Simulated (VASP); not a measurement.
Band structure of MoTe$_{2}$ (2H layered). All values below come from PBEsol GGA, VASP's PBE PAW potentials (set 64) (plane waves; VASP).

Without a dispersion term in the relaxation, distances and binding between the weakly bound layers, chains or molecules are unreliable, and so is what depends on them. Unless said otherwise, spin-orbit coupling is left out, though it shifts the bands of the heavy elements here.

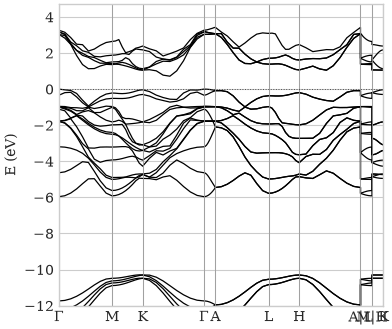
Figure. Bands along high-symmetry lines, zero at the valence-band maximum or, without a gap, the Fermi level

Problem. Read the plot: is there a gap, and where are the band edges?

Solution. The gap is indirect, 0.72 eV, from the valence maximum at Γ to the conduction minimum at K-Γ at 0.44. (Edges off the drawn lines would not show.)

Measured: gap 1.06 eV at 4 K (computed value off by -0.34 eV), as given by Desman Perdamaian Gulo et al., Physical Review Materials (2023), doi:10.1103/physrevmaterials.7.044001.

The compound is MoTe2 in the 2H layered structure. It was relaxed first.
